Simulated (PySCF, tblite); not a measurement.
# C₃H₆NSi radical: geometry, infrared bands and EPR parameters

Wanted: the infrared bands and EPR parameters of C₃H₆NSi radical (`[SiH3]C[C@@H]1[C]=N1`), by calculation.

Computed with tblite 0.8.0 and PySCF 2.14.0, with density-fitted response routines of our own, on a single molecule in the gas phase. Atoms are numbered from 0 throughout.

**1. The molecule as given**

11 atoms, charge 0, multiplicity 2; geometry from: force field or distance geometry start.

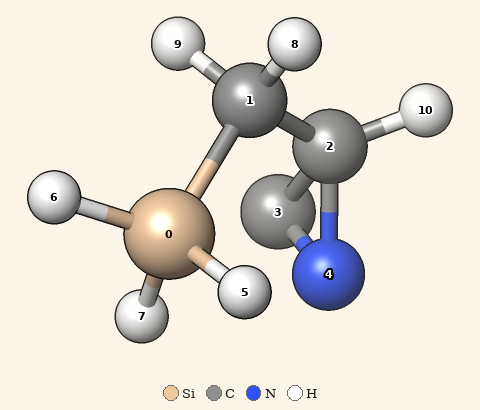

The starting geometry (silicon light orange, carbon grey, nitrogen blue, hydrogen white), atoms numbered.

**2. Optimising the geometry with GFN2-xTB**

The job: settings as JSON, then the geometry in Å.

```
{"job": {"kind": "relax", "xc": "GFN2-xTB", "basis": "xTB"}, "charge": 0, "multiplicity": 2}
Si     1.361700    -0.160200    -0.173000
C     -0.133700     0.436200     0.768000
C     -1.327700     0.176600    -0.094800
C     -1.643000    -1.191500    -0.528700
N     -1.093200    -0.434300    -1.370200
H      1.834500     0.885700    -1.087600
H      2.433800    -0.526400     0.745200
H      0.974600    -1.375700    -0.893500
H     -0.042700     1.460100     1.133700
H     -0.239200    -0.250400     1.659700
H     -2.119600     0.982700    -0.184700
```

Run with:

```sh
$ OMP_NUM_THREADS=1 python probes_run.py task.json out
```

One launch serves the whole session: the jobs run in the order shown.

What it wrote:

```text
step      E/eV     max force
  0    -378.96693    2.899
  1    -379.16751    1.663
  2    -379.23133    1.591
  3    -379.28156    0.696
  4    -379.30435    0.476
  5    -379.32355    0.476
  6    -379.33731    0.370
  7    -379.35435    0.403
  8    -379.36957    0.329
  9    -379.38147    0.339
 10    -379.38947    0.312
 11    -379.39595    0.244
 12    -379.40247    0.219
 13    -379.40727    0.221
 14    -379.41023    0.214
 15    -379.41278    0.203
 16    -379.41563    0.188
 17    -379.41867    0.174
 18    -379.42167    0.169
 19    -379.42456    0.163
 20    -379.42755    0.165
 21    -379.43084    0.180
 22    -379.43401    0.152
 23    -379.43667    0.139
 24    -379.43917    0.174
 25    -379.44231    0.183
 26    -379.44704    0.218
 27    -379.45389    0.305
 28    -379.46260    0.354
 29    -379.47184    0.326
 30    -379.47921    0.211
 31    -379.48475    0.270
 32    -379.48847    0.164
 33    -379.48335    0.887
 34    -379.49230    0.114
 35    -379.49349    0.095
 36    -379.49653    0.214
 37    -379.49814    0.149
 38    -379.50106    0.152
 39    -379.50257    0.088
 40    -379.50351    0.141
 41    -379.50418    0.086
 42    -379.50508    0.080
 43    -379.50607    0.101
 44    -379.50684    0.076
 45    -379.50729    0.039
 46    -379.50751    0.037
 47    -379.50767    0.036
 48    -379.50792    0.052
 49    -379.50825    0.057
 50    -379.50858    0.070
 51    -379.50880    0.057
 52    -379.50893    0.032
 53    -379.50904    0.031
 54    -379.50912    0.046
 55    -379.50920    0.047
 56    -379.50927    0.034
 57    -379.50935    0.021
 58    -379.50942    0.018
 59    -379.50946    0.025
 60    -379.50948    0.021
 61    -379.50949    0.014
 62    -379.50952    0.015
 63    -379.50954    0.016
 64    -379.50956    0.016
 65    -379.50957    0.010
```

It took 0.23 s on 1 thread of Arm Neoverse V2, shared host.

Along the way: (not every step is listed)

```csv
step,energy from step 0 (eV),largest force (eV/Å)
0,0.0000,2.8993
1,-0.2006,1.6628
2,-0.2644,1.5911
3,-0.3146,0.6963
4,-0.3374,0.4763
5,-0.3566,0.4757
6,-0.3704,0.3697
7,-0.3874,0.4028
8,-0.4026,0.3291
13,-0.4403,0.2211
18,-0.4547,0.1692
23,-0.4697,0.1387
28,-0.4957,0.3536
33,-0.5164,0.8866
38,-0.5341,0.1524
43,-0.5391,0.1011
48,-0.5410,0.0516
53,-0.5421,0.0306
58,-0.5425,0.0177
60,-0.5426,0.0214
61,-0.5426,0.0140
62,-0.5426,0.0147
63,-0.5426,0.0163
64,-0.5426,0.0159
65,-0.5426,0.0097
```

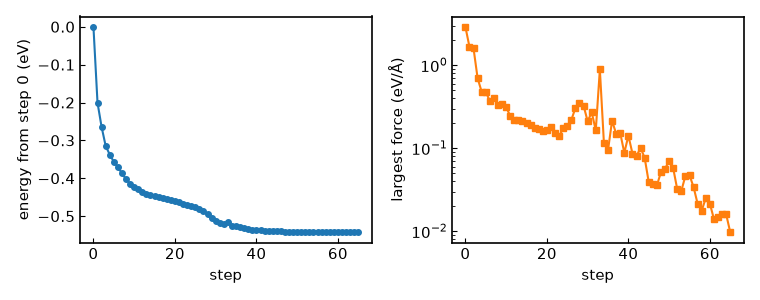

Energy and force, step by step.

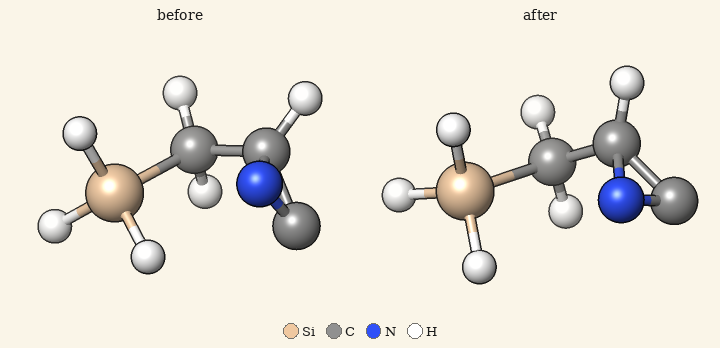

Before and after, at one scale.

Distances of close pairs at the start and the end, largest changes first:

```csv
bond,before (Å),after (Å),change (Å)
C2–N4,1.433,1.584,+0.151
Si0–C1,1.865,1.936,+0.072
C2–H10,1.134,1.085,-0.049
C1–H9,1.130,1.090,-0.041
C1–C2,1.496,1.473,-0.022
C3–N4,1.258,1.243,-0.016
C2–C3,1.469,1.454,-0.016
Si0–H7,1.465,1.455,-0.010
```

The end geometry stands in the next job.

**3. Vibrational analysis with GFN2-xTB**

The job: settings as JSON, then the geometry in Å.

```
{"job": {"kind": "ir", "xc": "GFN2-xTB", "basis": "xTB"}, "charge": 0, "multiplicity": 2}
Si     1.409065    -0.137674    -0.210703
C     -0.180541     0.209799     0.839103
C     -1.293907     0.307246    -0.121166
C     -2.116768    -0.834469    -0.485853
N     -1.192928    -0.734273    -1.310784
H      1.489437     0.876364    -1.257107
H      2.514060     0.015236     0.742721
H      1.371640    -1.496602    -0.729561
H     -0.076244     1.126408     1.414028
H     -0.307840    -0.626532     1.525711
H     -1.610550     1.297166    -0.432353
```

What it wrote:

```text
mode    cm-1     km/mol
  1     -22.5      2.45
  2     143.1      1.28
  3     173.8      2.53
  4     359.6      6.06
  5     393.8      1.57
  6     523.5     40.40
  7     554.0     21.91
  8     601.2     43.86
  9     679.4     66.96
 10     748.7    148.30
 11     770.8    106.87
 12     787.0    312.72
 13     795.5    200.62
 14     888.0      9.04
 15     997.5      9.86
 16    1139.0      6.02
 17    1156.9    134.96
 18    1207.4     21.77
 19    1312.8     42.80
 20    1455.9      1.35
 21    1810.2    152.41
 22    2235.5    277.43
 23    2305.9    237.73
 24    2345.5    234.99
 25    2984.5     14.65
 26    3008.4     32.36
 27    3020.6     40.58
```

Wall time 0.18 s (1 thread of Arm Neoverse V2, shared host).

The strongest bands and the atoms that carry them (share of the mass-weighted mode):

```csv
cm⁻¹,km/mol,atoms
749,148.3,"H5 48 %, H7 35 %"
787,312.7,"H7 32 %, H6 28 %, H5 22 %"
796,200.6,"H6 32 %, H8 15 %, H7 14 %, H9 13 %"
1157,135.0,"H8 49 %, C1 31 %, H9 11 %"
1810,152.4,"C3 51 %, N4 45 %"
2236,277.4,H6 97 %
2306,237.7,H5 96 %
2346,235.0,H7 96 %
```

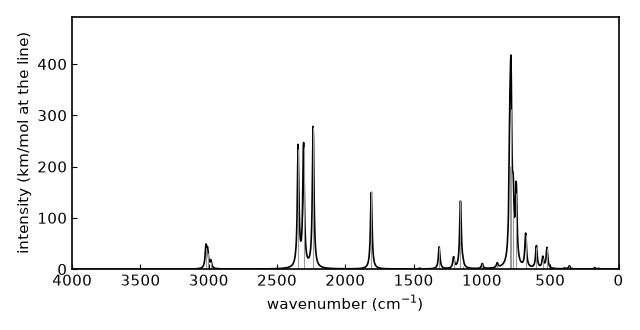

The infrared spectrum from these modes, unscaled. Lines are broadened to a width of 14 cm⁻¹ (Lorentzian).

**4. g tensor and hyperfine couplings: B3LYP/pcH-1**

Settings changed since step 3:

```diff
@@ -1,2 +1,2 @@
-{"job": {"kind": "ir", "xc": "GFN2-xTB", "basis": "xTB"}, "charge": 0, "multiplicity": 2}
+{"job": {"kind": "epr", "basis": "pcH-1"}, "charge": 0, "multiplicity": 2}
 Si     1.409065    -0.137674    -0.210703
```

With the program's defaults for keys left out, this is: UKS B3LYP, pcH-1 on C H N Si, non-relativistic, mean-field spin-orbit, GIAO.

What it wrote:

```text
UKS, coarse grid
  cycle   1  E = -462.02098118  |g| = 2.41e-01
  cycle   2  E = -462.00880224  |g| = 2.93e-01
  cycle   3  E = -462.04196554  |g| = 1.11e-01
  cycle   4  E = -462.04643448  |g| = 3.99e-02
  cycle   5  E = -462.04717663  |g| = 8.87e-03
  cycle   6  E = -462.04722088  |g| = 2.91e-03
  cycle   7  E = -462.04722958  |g| = 1.02e-03
  cycle   8  E = -462.04723031  |g| = 4.06e-04
UKS, final grid
  cycle   1  E = -462.04719506  |g| = 2.90e-04
  cycle   2  E = -462.04719516  |g| = 3.03e-04
  cycle   3  E = -462.04719521  |g| = 1.54e-04
  cycle   4  E = -462.04719524  |g| = 1.24e-04
  cycle   5  E = -462.04719526  |g| = 3.30e-05
  cycle   6  E = -462.04719526  |g| = 1.00e-05
E = -462.04719526 Eh   <S^2> = 0.7553 (exact 0.7500)
g shifts (ppm)      1          2          3
  rmc          -176       -176       -176
  gc              5         10        -43
  oz_so       -1389        741       3287
  total       -1559        575       3068
hyperfine (MHz)  atom isotope    a_iso     a_fc   dipolar eigenvalues
    0  29Si     -46.09     -46.14    -11.40      5.38      6.02
    1   13C      -7.90      -7.91     -4.11     -1.56      5.67
    2   13C      61.47      61.50    -40.06    -39.52     79.58
    3   13C     411.10     411.14    -42.53    -31.20     73.73
    4   14N      35.62      35.62    -10.20     -5.61     15.81
    5    1H      -1.71      -1.71     -2.17     -1.21      3.38
    6    1H      18.17      18.17     -1.42     -0.69      2.11
    7    1H      -0.89      -0.89     -2.10     -0.93      3.03
    8    1H       8.51       8.51     -2.95     -2.46      5.41
    9    1H      35.66      35.65     -3.61     -1.55      5.16
   10    1H     -29.10     -29.11    -17.82     -3.64     21.46
```

Run time: 30 s. Hardware: 1 thread of Arm Neoverse V2, shared host; peak memory 0.68 GiB.

Principal g values 2.00076, 2.00289, 2.00539; g(iso) = 2.00301, against 2.00232 for a free electron.

Mean a(iso) over the nuclei that a row names, and the largest dipolar term of the row (other rows stand at the frozen geometry):

```csv
nuclei,isotope,a(iso) (MHz),"a(iso) (G, at g = 2.0023)",largest dipolar term (MHz)
C3,13C,411.1,146.7,73.7
C2,13C,61.5,21.9,79.6
Si0,29Si,-46.1,-16.4,-11.4
H9,1H,35.7,12.7,5.2
N4,14N,35.6,12.7,15.8
H10,1H,-29.1,-10.4,21.5
H8,1H,8.5,3.0,5.4
C1,13C,-7.9,-2.8,5.7
"H5, H6, H7",1H,5.2,1.9,3.4
```

Mulliken spin populations:

```csv
atom,value (e)
Si0,0.03
C1,-0.01
C2,0.38
C3,0.47
N4,0.11
H5,0.00
H6,0.01
H7,0.00
H8,0.00
H9,0.02
H10,-0.02
```

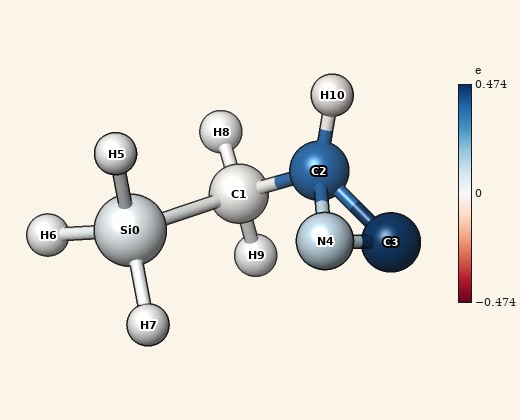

Mulliken spin populations, as colours on the atoms.

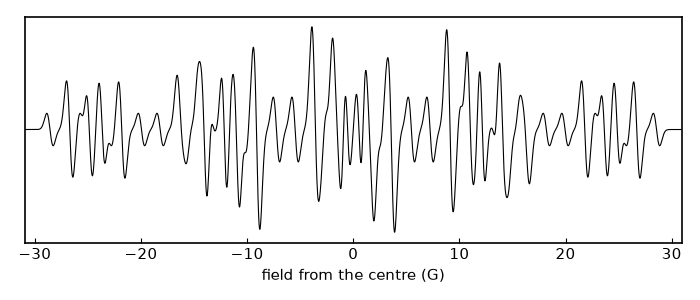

First-order isotropic spectrum (first derivative, main isotopes with spin only, couplings over 0.8 MHz, Gaussian width 0.3 G; couplings of the frozen geometry, rotation of groups not averaged beyond the rows shown).

The fields below are evaluated on a grid from the run's orbitals.

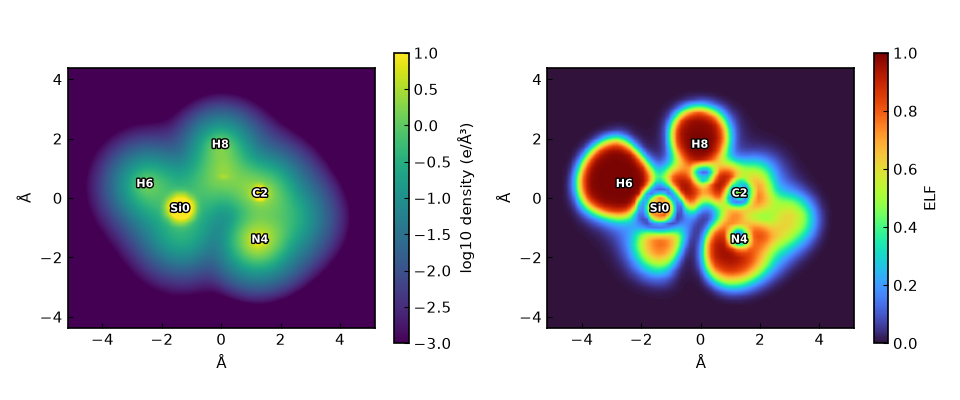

Density (left) and ELF (right) in a plane through or near 5 of the atoms.

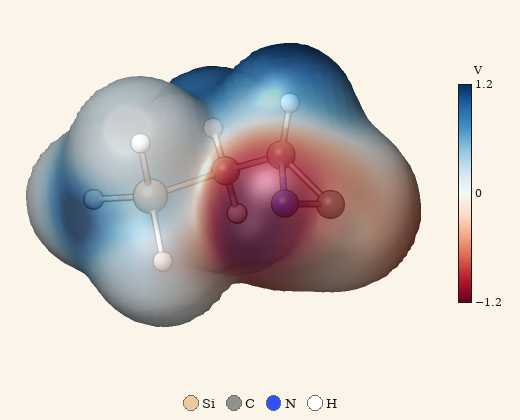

The potential that a unit positive charge feels on the 0.002 e/bohr³ surface, from -1.17 V near N4 to 1.20 V near H10.

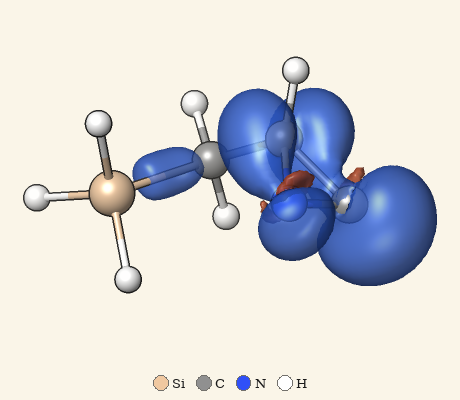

Spin density at ±0.03 e/Å³ (alpha excess blue, beta excess red).

**5. What came out**

```
                                 quantity                 value
strongest single infrared mode (GFN2-xTB)  787 cm⁻¹, 313 km/mol
             zero-point energy (GFN2-xTB)         46.3 kcal/mol
                           g(iso) (B3LYP)               2.00301
                                     ⟨S²⟩    0.755 (exact 0.75)
       largest a(iso) (averaged by class)  13C on C3, 411.1 MHz
    surface potential, least and greatest    -1.17 V and 1.20 V
```

**Reading.** Relaxing lowered the energy by 0.543 eV in 65 steps; the close pair that moved most is C2–N4, from 1.433 to 1.584 Å. The lowest mode is imaginary (22i cm⁻¹), so the xTB geometry is not a minimum. The strongest single mode, at 787 cm⁻¹, is spread over several atoms, H7, H6, H5 among them. GFN2-xTB is a fitted tight-binding method: band positions and strengths are rough. Its intensities can rank the bands wrongly. The largest spin populations lie on C3 (0.47 e), C2 (0.38 e). The isotropic g lies 0.7 ppt above the free-electron value.
